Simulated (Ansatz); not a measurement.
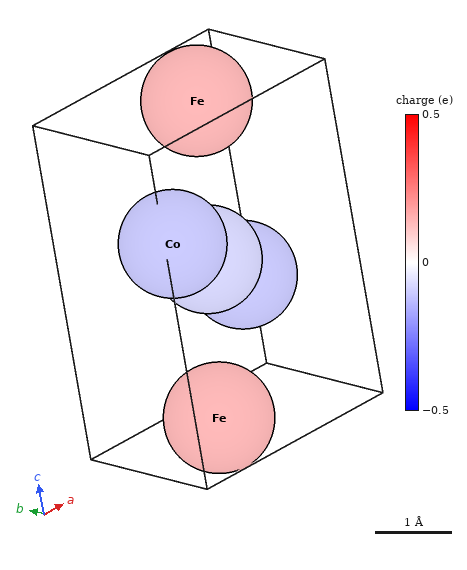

Crystal structure, spheres-only style, seen slightly off an axis. Thin lines show the cell (the run's own, in a reduced setting), with boundary atoms drawn in all their periodic places. The atoms of this Fe$_{2}$Co$_{3}$ cell are coloured by their Bader charge.

Method used: DFT PBE, scalar-relativistic, plane waves, PAW in Ansatz 0.2.0. It ran with wavefunction cutoff 420 eV, k-points about 0.16 Å⁻¹ apart, Gaussian smearing of 0.1 eV, collinear spins. The state is ferromagnetic.

Question: Which way does the charge move?

Answer: Most positive: Fe; most negative: Co. Charges: about Fe +0.1 e; Co -0.1 e. Little charge moves, as in a metallic or covalent solid.

The structure comes from a structure type filled with these elements by a generator (whether the compound takes this form wasn't checked). Earlier steps of the study, as a rule a relaxation of our own, may have changed the cell and positions, so they can lie some per cent off the listed ones. It was run through Ansatz as a DFT input.
